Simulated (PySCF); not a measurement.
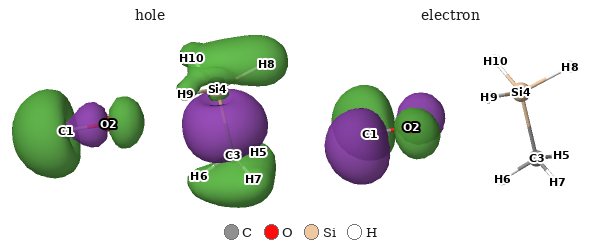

Figure. C2H6OSi, SMILES `[C-]#[O+].C[SiH3]`. Leading natural transition orbital pair of S₄ (TDA singlet states); the surfaces enclose about 78 % of each orbital's density.

Level of theory: CAM-B3LYP/def2-SVP (PySCF), at a geometry from GFN2-xTB. The pair's geometry is semi-empirical, so its contact may be too short or too long. Without diffuse functions Rydberg states are missing, so the states' numbers hold for this basis only.

> What kind of excitation is it, and where does it lie?

8.81 eV (141 nm), f = 0.037, charge transfer; the leading pair carries 100 %; hole on C1 (29 %), C3 (27 %) and Si4 (19 %), electron on C1 (68 %) and O2 (30 %); their centroids lie 2.4 Å apart; S₃ lies within 0.1 eV of it. In canonical orbitals it is mainly HOMO → LUMO+1 (60 %). The HOMO–LUMO gap is 11.08 eV.
